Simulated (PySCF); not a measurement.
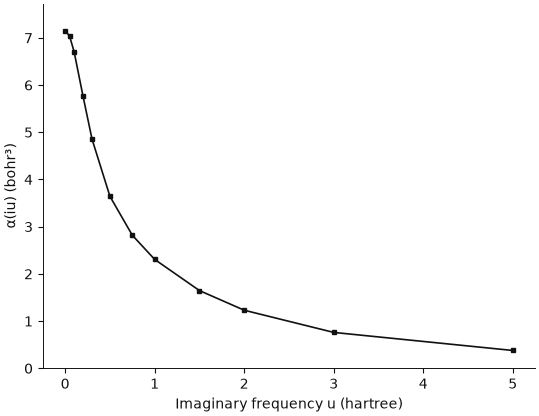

Fig. 1: Dipole polarisability at imaginary frequency of Ni⁺ ([Ar] 3d⁹). Coupled response at the MN15 level; PySCF, aug-cc-pwCVTZ, non-relativistic, unrestricted single determinants, no spin-orbit coupling. The static dipole polarisability is 7.15 bohr³; α(iu) falls to half of it near u = 0.52 hartree. The Casimir–Polder integral gives C₆ = 23.1 hartree bohr⁶ for two such species.

**Run report: Ni⁺, atomic calculation**

System: Ni⁺, configuration 1s2 2s2 2p6 3s2 3p6 3d9, multiplicity 2.
Method: unrestricted MN15, aug-cc-pwCVTZ, non-relativistic, point nucleus (PySCF).

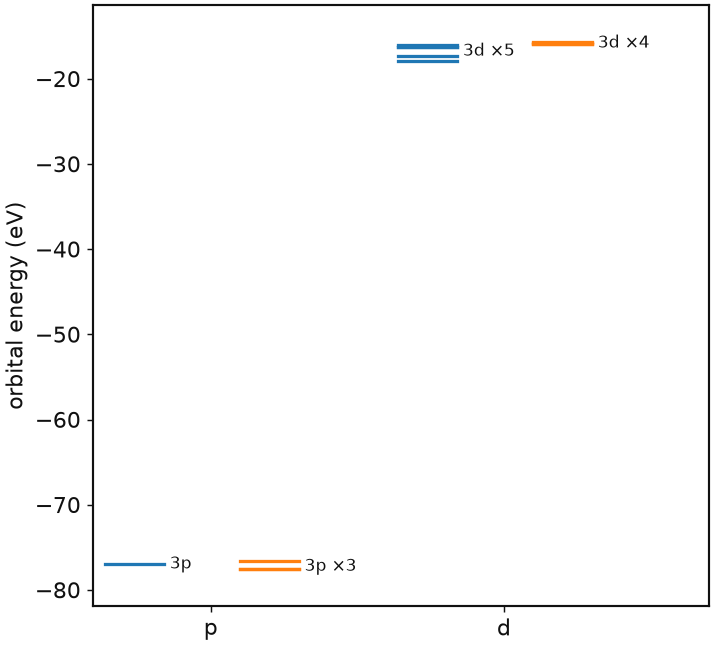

Fig. 2: Orbital energies of the mean field, from the top down to −77.5 eV, by angular momentum, α spin at the left of each column and β at the right; ×n counts the orbitals under one label. The highest filled orbital is 3d β at −15.7 eV, the lowest empty one s α at −8.73 eV.

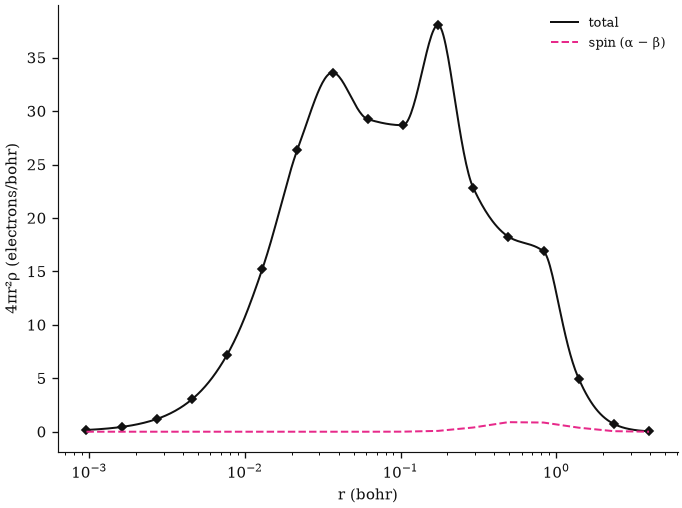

Fig. 3: Spherically averaged radial density 4πr²ρ of the mean field and its spin part; markers are the stored points, which are sparse, and the line is a monotone interpolation between them. The largest stored value is 38.1 electrons/bohr at r = 0.17 bohr. Root-mean-square radii of the shells: 1s 0.0636, 2p 0.240, 2s 0.272, 3s 0.826, 3p 0.864, 3d 1.23 bohr.

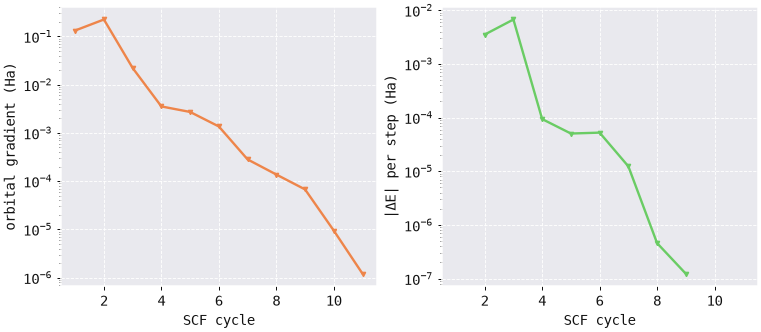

Fig. 4: Convergence: orbital gradient and change of the energy from step to step (the smallest changes aren't drawn) against the SCF cycle. The residual falls almost steadily, with no more than small rises or pauses. It goes from 0.13 to 1.2×10⁻⁶ in 11 steps.

These pictures come from the run below.

## Input
```python
from pyscf import gto, scf, dft, mp, cc
import basis_set_exchange as bse
mol = gto.M(atom="Ni 0 0 0", charge=1, spin=1, symmetry="D2h",
            basis=gto.basis.parse(bse.get_basis("aug-cc-pwCVTZ", elements=["Ni"], fmt="nwchem")))
mf = dft.UKS(mol, xc="MN15")
mf.irrep_nelec = {'Ag': (5, 4), 'B1g': (1, 1), 'B2g': (1, 1), 'B3g': (1, 1), 'B1u': (2, 2), 'B2u': (2, 2), 'B3u': (2, 2)}
mf.kernel()
```

The script is an equivalent of what the driver set up; the driver started from orbitals of its own, so the log can be shorter than this script's would be, and it computed the properties (radii, ⟨L²⟩, response) afterwards. It held the occupations shell by shell, which the script's counts by irreducible representation don't always enforce.

## Output (extracts)
```
damping factor = 0
level_shift factor = 0
DIIS = <class 'pyscf.scf.diis.CDIIS'>
diis_start_cycle = 1
diis_space = 10
diis_damp = 0
SCF conv_tol = 1e-09
SCF conv_tol_grad = None
number electrons alpha = 14  beta = 13
XC functionals = MN15
    H. S. Yu, X. He, S. L. Li, and D. G. Truhlar.,  Chem. Sci. 7, 5032-5051 (2016)
    H. S. Yu, X. He, S. L. Li, and D. G. Truhlar.,  Chem. Sci. 7, 5032-5051 (2016)
cycle= 1 E= -1508.3272894681  delta_E= -0.114  |g|= 0.133  |ddm|= 0.83
cycle= 2 E= -1508.32377350373  delta_E= 0.00352  |g|= 0.225  |ddm|= 0.181
cycle= 3 E= -1508.33049331857  delta_E= -0.00672  |g|= 0.0222  |ddm|= 0.0883
cycle= 4 E= -1508.33058723506  delta_E= -9.39e-05  |g|= 0.00354  |ddm|= 0.02
cycle= 5 E= -1508.33063774232  delta_E= -5.05e-05  |g|= 0.00272  |ddm|= 0.0135
cycle= 6 E= -1508.33069021484  delta_E= -5.25e-05  |g|= 0.00136  |ddm|= 0.0236
cycle= 7 E= -1508.33070257356  delta_E= -1.24e-05  |g|= 0.000282  |ddm|= 0.0162
cycle= 8 E= -1508.33070303244  delta_E= -4.59e-07  |g|= 0.000137  |ddm|= 0.00232
cycle= 9 E= -1508.33070315595  delta_E= -1.24e-07  |g|= 6.73e-05  |ddm|= 0.00158
cycle= 10 E= -1508.33070315816  delta_E= -2.22e-09  |g|= 9.41e-06  |ddm|= 0.000168
cycle= 11 E= -1508.33070315827  delta_E= -1.08e-10  |g|= 1.2e-06  |ddm|= 4.53e-05
converged SCF energy = -1508.33070315827  <S^2> = 0.76862632  2S+1 = 2.0185404
```

## Key numbers

- outcome: converged
- total energy: −1508.3307 hartree
- kinetic energy: 1507.0573 hartree
- ⟨S²⟩: 0.769
- ⟨L²⟩: 6.07
- static polarisability: 7.15 bohr³
- C₆ of the like pair: 23.1 hartree bohr⁶
- SCF iterations: 11
- hardware: 1 CPU thread, shared host
- CPU time: 3.8 min (integrals apart)
